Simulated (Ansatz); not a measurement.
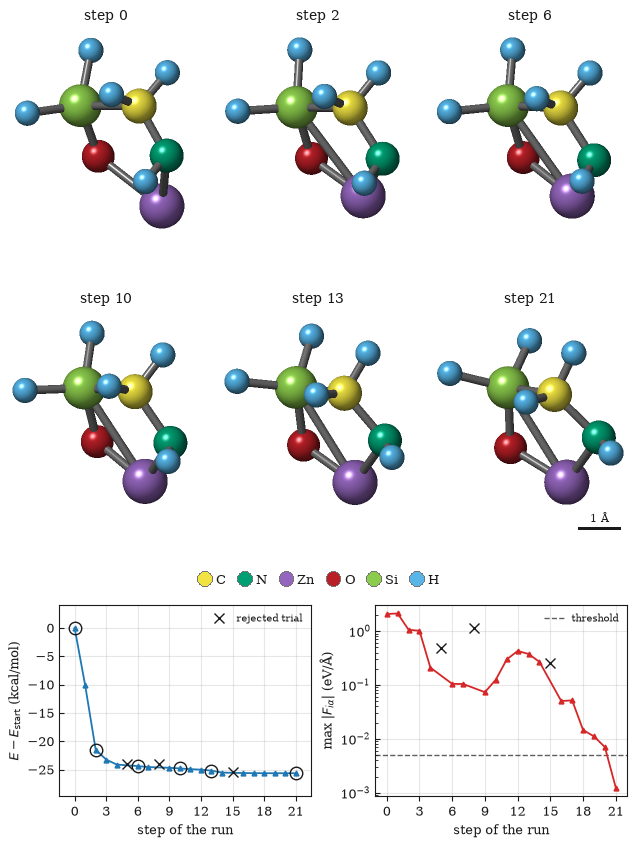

Frames of a relaxation of CH₅NOSiZn, marked on the history of the run. Style: ball-and-stick. Shown from a free direction.

The start comes from GFN2-xTB.

These are results of Ansatz 0.2.0, RKS PBE0-D4/def2-TZVP, not measurements. Set-up: force threshold 0.005 eV/Å; at most 150 steps.

Describe the path.

Answer. The atom that moves furthest after the best rigid fit is an H atom (1.03 Å). By element the largest moves are H 1.03 Å, Zn 0.52 Å, O 0.35 Å, N 0.31 Å, C 0.24 Å, Si 0.09 Å. Some distances before and after: Si–Zn 3.080 → 2.657 Å, N–Zn 2.120 → 1.852 Å, O–Zn 2.089 → 1.838 Å, C–Si 2.104 → 1.945 Å. Among the angles between lasting bonds that change: Zn–N–H 98.4° → 122.2°, N–Zn–O 92.3° → 114.2°, Zn–O–Si 115.1° → 99.4°. Over 18 accepted moves (21 points after the start) the energy falls by 25.6 kcal/mol. Largest force component: 2.1 eV/Å at the start, 0.0012 eV/Å at the end. The line search rejected the trial steps at points 5, 8, 15 of the run. From step 0 to 2: the Zn atom moves most (0.36 Å), energy −21.5 kcal/mol. From step 2 to 6: an H atom moves most (0.15 Å), energy −2.88 kcal/mol. From step 6 to 10: an H atom moves most (0.24 Å), energy −0.41 kcal/mol. From step 10 to 13: an H atom moves most (0.30 Å), energy −0.39 kcal/mol. From step 13 to 21: an H atom moves most (0.21 Å), energy −0.45 kcal/mol.

```tsv
step	E − E(0), kcal/mol	largest force component, eV/Å	note
0	0.00	2.0730	
1	-10.12	2.1208	
2	-21.49	1.0576	
3	-23.22	1.0119	
4	-24.10	0.2100	
5	-24.01	0.4856	rejected
6	-24.37	0.1047	
7	-24.54	0.1044	
8	-23.92	1.1512	rejected
9	-24.67	0.0734	
10	-24.78	0.1254	
11	-24.91	0.2973	
12	-25.00	0.4273	
13	-25.17	0.3761	
14	-25.52	0.2685	
15	-25.49	0.2509	rejected
16	-25.59	0.0503	
17	-25.62	0.0518	
18	-25.62	0.0146	
19	-25.63	0.0111	
20	-25.63	0.0070	
21	-25.63	0.0012
```
